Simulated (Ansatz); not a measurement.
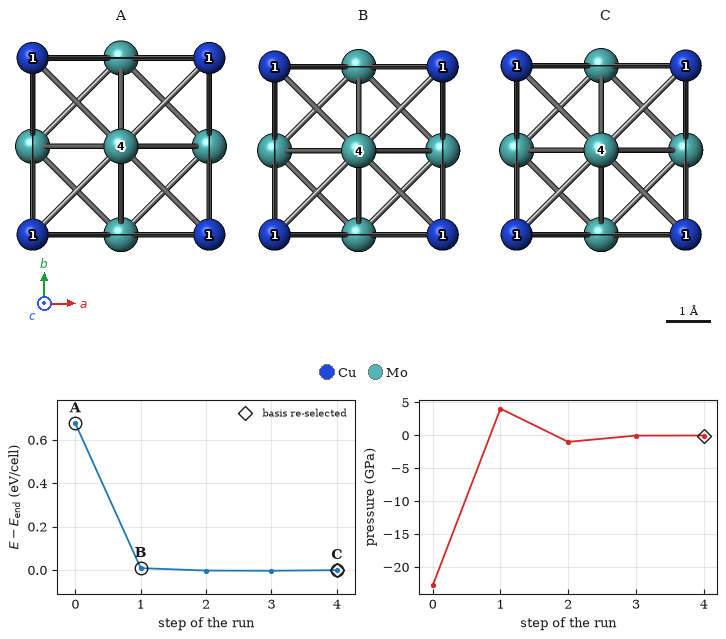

Frames of a relaxation of solid CuMo$_{3}$ (a generated structure, set up in Pm-3m) (coarse preliminary run), marked on the history of the run. A ball-and-stick model of the cell of the calculation, seen along the c axis.

These are results of DFT PBE, scalar-relativistic, plane waves, PAW in Ansatz 0.2.0, not measurements. Set-up: plane-wave cutoff 420 eV; k-point mesh 4 × 4 × 4; occupations gaussian; smearing width 0.1 eV; no spin polarisation; cell and atoms relaxed; force threshold 0.04 eV/Å; at most 70 steps.

What happens along the run?

Over 3 accepted moves (4 points after the start) the energy falls by 0.677 eV per cell of the calculation. All forces vanish by symmetry, so only the cell relaxes. Pressure: −22.78 GPa at the start and −0.02 GPa at the end. The SCF was repeated once at an unchanged geometry on a basis and grid sized afresh for the cell, which shifted the energy by 2.8 meV per cell of the calculation at most. The atoms keep their places relative to the cell (all moves are under 0.005 Å). The volume changes by −12.4 %, with a = b = c 4.076 → 3.900 Å (−4.3 %). Among the contacts that change: Cu–Mo 2.882 → 2.757 Å, Mo–Mo 2.882 → 2.757 Å. The space group stays Pm-3m (No. 221). From step 0 to 1: volume −13.9 %, energy −0.667 eV per cell of the calculation. From step 1 to 4: volume +1.7 %, energy −9.4 meV per cell of the calculation.

Limits of the set-up: the k-point mesh is coarse for a cell with partly filled bands.
